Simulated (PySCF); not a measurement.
# Hf(NH2)4: other functionals and bases at one geometry

Aim: see how levels, charges and forces of Hf(NH2)4 depend on the level of theory. It is a constructed species; whether it can be made isn't addressed.

Computed with PySCF 2.14.0. Level: several levels, as the steps say, no spin–orbit coupling.

1 further run of the same task is left out (for a known fault of the program).

### Step 1. The system as given

13 atoms, charge 0, spin multiplicity 1.

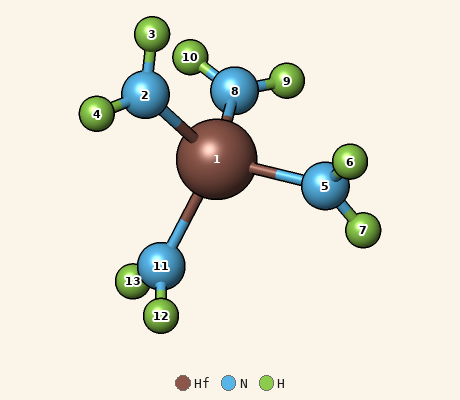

The geometry (hafnium brown, nitrogen blue, hydrogen green); atoms are numbered from 1 in the order of the file.

As a file:

```xyz
13
charge 0, multiplicity 1
Hf    0.0000    0.0000    0.0000
N     1.2037    1.2221    1.1224
H     2.0513    0.9043    1.5896
H     1.1211    2.2238    1.2762
N    -1.2037   -1.1224    1.2221
H    -1.1211   -1.2762    2.2238
H    -2.0513   -1.5895    0.9043
N     1.2037   -1.2221   -1.1224
H     1.1211   -2.2238   -1.2762
H     2.0513   -0.9043   -1.5896
N    -1.2037    1.1224   -1.2221
H    -2.0513    1.5895   -0.9043
H    -1.1211    1.2762   -2.2238
```

Formal oxidation states: Hf +4. An earlier session relaxed this geometry at PBE0, Hf def2-SVP with ECP60, N def2-SVP, H def2-SVP (singlet, point group S4).

At PBE0 on the finer grid: E = -271.551570 Eh, HOMO -6.52 eV, LUMO 0.36 eV, Mulliken charge on Hf1 +0.94 e, largest force component 0.014 eV/Å. 

Levels to run: M06-L; wB97X; PBE0, TZVP. Hardware: 2 threads of Arm Neoverse V1, shared host.

### Step 2. M06-L

run.py (the lines that set the calculation)

```python
mol = gto.M(atom='''
Hf     0.00001     0.00000     0.00000
N      1.20371     1.22207     1.12240
H      2.05128     0.90435     1.58960
H      1.12112     2.22379     1.27617
N     -1.20369    -1.12240     1.22207
H     -1.12109    -1.27618     2.22379
H     -2.05133    -1.58954     0.90433
N      1.20371    -1.22207    -1.12240
H      1.12112    -2.22379    -1.27617
H      2.05128    -0.90435    -1.58960
N     -1.20369     1.12240    -1.22207
H     -2.05133     1.58954    -0.90433
H     -1.12109     1.27618    -2.22379''',
    basis={'Hf': 'def2-SVP', 'N': 'def2-SVP', 'H': 'def2-SVP'},
    ecp={'Hf': 'def2-SVP'},
    charge=0, spin=0)
mf = dft.RKS(mol, xc='M06L')
mf.grids.atom_grid = (75, 302)
mf = mf.density_fit()  # fitting sets: Hf def2-universal-JKFIT, N def2-universal-JKFIT, H def2-universal-JKFIT
mf.conv_tol = 1e-08; mf.max_cycle = 55
mf.kernel(dm0)  # dm0: the density of the relaxed state
```

On the command line:

```
$ OMP_NUM_THREADS=2 python run.py
```

The log of the run:

```text
init E= -271.821385135445
  HOMO = -0.199737702293415  LUMO = 0.00476578212174869  gap/eV = 5.56482
cycle= 1 E= -271.825733476383  delta_E= -0.00435  |g|= 0.0353  |ddm|= 0.232
  HOMO = -0.192244622222924  LUMO = 0.00494229802512238  gap/eV = 5.36573
cycle= 2 E= -271.824929879962  delta_E= 0.000804  |g|= 0.0669  |ddm|= 0.0887
  HOMO = -0.195323475933033  LUMO = 0.00725951313718231  gap/eV = 5.51256
cycle= 3 E= -271.826044891027  delta_E= -0.00112  |g|= 0.00387  |ddm|= 0.059
  HOMO = -0.195417051060674  LUMO = 0.00662871409913916  gap/eV = 5.49795
cycle= 4 E= -271.826048471414  delta_E= -3.58e-06  |g|= 0.00156  |ddm|= 0.00736
  HOMO = -0.195221108900878  LUMO = 0.00696522741268042  gap/eV = 5.50177
cycle= 5 E= -271.826049172348  delta_E= -7.01e-07  |g|= 0.000428  |ddm|= 0.00275
  HOMO = -0.195227150515721  LUMO = 0.00693692735084129  gap/eV = 5.50116
cycle= 6 E= -271.826049228405  delta_E= -5.61e-08  |g|= 7.31e-05  |ddm|= 0.000546
  HOMO = -0.195223231026119  LUMO = 0.00693433247949594  gap/eV = 5.50099
cycle= 7 E= -271.826049230019  delta_E= -1.61e-09  |g|= 5.99e-06  |ddm|= 0.000115
  HOMO = -0.195222409696827  LUMO = 0.00693432950065077  gap/eV = 5.50097
Extra cycle  E= -271.826049230008  delta_E= 1.11e-11  |g|= 9.08e-06  |ddm|= 1.55e-05
converged SCF energy = -271.826049230008
```

Run time: 17 s. Hardware: 2 threads of Arm Neoverse V1, shared host.

It gives: E = -271.826049 Eh, HOMO -5.31 eV, LUMO 0.19 eV, Mulliken charge on Hf1 +1.13 e, largest force component 0.086 eV/Å. 

### Step 3. wB97X

run.py (the lines that set the calculation): that of step 2 with these lines changed.

```diff
@@ -17,3 +17,3 @@
     charge=0, spin=0)
-mf = dft.RKS(mol, xc='M06L')
+mf = dft.RKS(mol, xc='WB97X')
 mf.grids.atom_grid = (75, 302)
```

On the command line:

```
$ OMP_NUM_THREADS=2 python run.py
```

The log of the run:

```text
init E= -271.774110550538
  HOMO = -0.329488105036968  LUMO = 0.076714649738479  gap/eV = 11.05334
cycle= 1 E= -271.776386976873  delta_E= -0.00228  |g|= 0.0321  |ddm|= 0.135
  HOMO = -0.329068502609092  LUMO = 0.0756854217086911  gap/eV = 11.01392
cycle= 2 E= -271.776521323758  delta_E= -0.000134  |g|= 0.0259  |ddm|= 0.0619
  HOMO = -0.331106403495999  LUMO = 0.0755992694534608  gap/eV = 11.06703
cycle= 3 E= -271.776684371033  delta_E= -0.000163  |g|= 0.00486  |ddm|= 0.024
  HOMO = -0.330605037060806  LUMO = 0.0757907920749723  gap/eV = 11.05859
cycle= 4 E= -271.776692594858  delta_E= -8.22e-06  |g|= 0.00138  |ddm|= 0.00675
  HOMO = -0.330813890589501  LUMO = 0.0757043164821454  gap/eV = 11.06192
cycle= 5 E= -271.776693412595  delta_E= -8.18e-07  |g|= 0.000235  |ddm|= 0.00286
  HOMO = -0.330797857308175  LUMO = 0.0757133090690605  gap/eV = 11.06173
cycle= 6 E= -271.776693485475  delta_E= -7.29e-08  |g|= 3.55e-05  |ddm|= 0.000817
  HOMO = -0.330798073460164  LUMO = 0.0757123102216113  gap/eV = 11.06171
cycle= 7 E= -271.776693487122  delta_E= -1.65e-09  |g|= 7.61e-06  |ddm|= 0.00012
  HOMO = -0.3307992695681  LUMO = 0.0757116152875774  gap/eV = 11.06172
Extra cycle  E= -271.776693487176  delta_E= -5.44e-11  |g|= 2.82e-06  |ddm|= 1.82e-05
converged SCF energy = -271.776693487176
```

It took 12 s on 2 threads of Arm Neoverse V1, shared host.

It gives: E = -271.776693 Eh, HOMO -9.00 eV, LUMO 2.06 eV, Mulliken charge on Hf1 +0.97 e, largest force component 0.060 eV/Å. 

### Step 4. PBE0, TZVP

Basis: Hf def2-TZVP with ECP60, N def2-TZVP, H def2-TZVP. 

run.py (the lines that set the calculation): that of step 3 with these lines changed.

```diff
@@ -14,6 +14,6 @@
 H     -1.12109     1.27618    -2.22379''',
-    basis={'Hf': 'def2-SVP', 'N': 'def2-SVP', 'H': 'def2-SVP'},
-    ecp={'Hf': 'def2-SVP'},
+    basis={'Hf': 'def2-TZVP', 'N': 'def2-TZVP', 'H': 'def2-TZVP'},
+    ecp={'Hf': 'def2-TZVP'},
     charge=0, spin=0)
-mf = dft.RKS(mol, xc='WB97X')
+mf = dft.RKS(mol, xc='PBE0')
 mf.grids.atom_grid = (75, 302)
@@ -21,2 +21,2 @@
 mf.conv_tol = 1e-08; mf.max_cycle = 55
-mf.kernel(dm0)  # dm0: the density of the relaxed state
+mf.kernel(dm0)  # dm0: free metal ions and neutral atoms
```

On the command line:

```
$ OMP_NUM_THREADS=2 python run.py
```

The log of the run:

```text
init E= -277.639194391345
  HOMO = -0.249869799906416  LUMO = -0.112053092609345  gap/eV = 3.75018
cycle= 1 E= -271.327742676051  delta_E= 6.31  |g|= 1.56  |ddm|= 2.68
  HOMO = -0.273785237716779  LUMO = 0.0157742530273488  gap/eV = 7.87932
cycle= 2 E= -271.146393256533  delta_E= 0.181  |g|= 1.69  |ddm|= 2.26
  HOMO = -0.213453930388285  LUMO = 0.0145742764261687  gap/eV = 6.20496
cycle= 3 E= -271.813239020697  delta_E= -0.667  |g|= 0.256  |ddm|= 1.27
  HOMO = -0.258507862502908  LUMO = -0.000349020370310061  gap/eV = 7.02486
cycle= 4 E= -271.824237346505  delta_E= -0.011  |g|= 0.126  |ddm|= 0.333
  HOMO = -0.245522097588465  LUMO = 0.00518910815445395  gap/eV = 6.82220
cycle= 5 E= -271.828276618409  delta_E= -0.00404  |g|= 0.00783  |ddm|= 0.115
  HOMO = -0.244949875828374  LUMO = 0.00548468957603987  gap/eV = 6.81467
cycle= 6 E= -271.828290549069  delta_E= -1.39e-05  |g|= 0.00119  |ddm|= 0.00717
  HOMO = -0.244983577560635  LUMO = 0.00547718303166178  gap/eV = 6.81538
cycle= 7 E= -271.828290906856  delta_E= -3.58e-07  |g|= 0.000377  |ddm|= 0.00116
  HOMO = -0.244997322885062  LUMO = 0.00546866919975031  gap/eV = 6.81553
cycle= 8 E= -271.828290947049  delta_E= -4.02e-08  |g|= 4.01e-05  |ddm|= 0.000429
  HOMO = -0.244998657638648  LUMO = 0.00546901070700478  gap/eV = 6.81557
cycle= 9 E= -271.828290947397  delta_E= -3.48e-10  |g|= 2.44e-05  |ddm|= 4.61e-05
  HOMO = -0.244993870357084  LUMO = 0.00546942616409929  gap/eV = 6.81545
Extra cycle  E= -271.828290947179  delta_E= 2.17e-10  |g|= 4.03e-05  |ddm|= 3.73e-05
converged SCF energy = -271.828290947179
```

It took 36 s on 2 threads of Arm Neoverse V1, shared host.

It gives: E = -271.828291 Eh, HOMO -6.67 eV, LUMO 0.15 eV, Mulliken charge on Hf1 +1.35 e, largest force component 0.306 eV/Å. 

### Step 5. Results

| level | state | HOMO (eV) | gap (eV) | charge on Hf1 (e) | dipole (D) | largest force (eV/Å) | basis functions | time |
| --- | --- | --- | --- | --- | --- | --- | --- | --- |
| PBE0 (relaxed here) | singlet | -6.52 | 6.88 | 0.94 | 0.00 | 0.01 | 128 | 35 s |
| M06-L | singlet | -5.31 | 5.50 | 1.13 | 0.00 | 0.09 | 128 | 17 s |
| wB97X | singlet | -9.00 | 11.06 | 0.97 | 0.00 | 0.06 | 128 | 12 s |
| PBE0, TZVP | singlet | -6.67 | 6.82 | 1.35 | 0.00 | 0.31 | 212 | 36 s |

Times are on 2 threads of Arm Neoverse V1, shared host; the first row also made further properties.

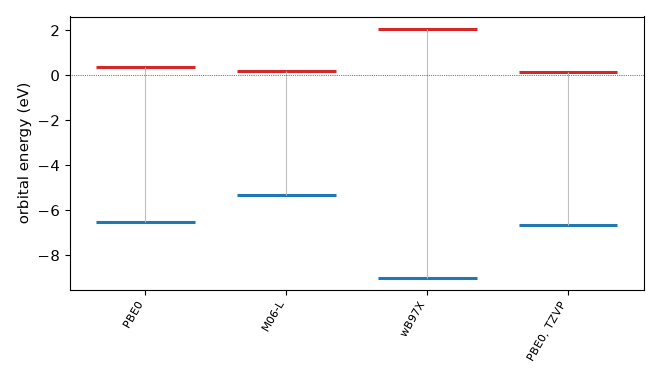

Highest filled and lowest empty level, method by method.

In one basis the HOMO–LUMO gap runs from 5.50 eV (M06-L) to 11.06 eV (wB97X). The largest leftover force, 0.31 eV/Å with PBE0, TZVP, stands at a geometry relaxed at another level. The Mulliken charge on Hf spans +0.94 to +1.35 e over the levels. Total energies of different levels can't be compared. Spin–orbit coupling is left out throughout.
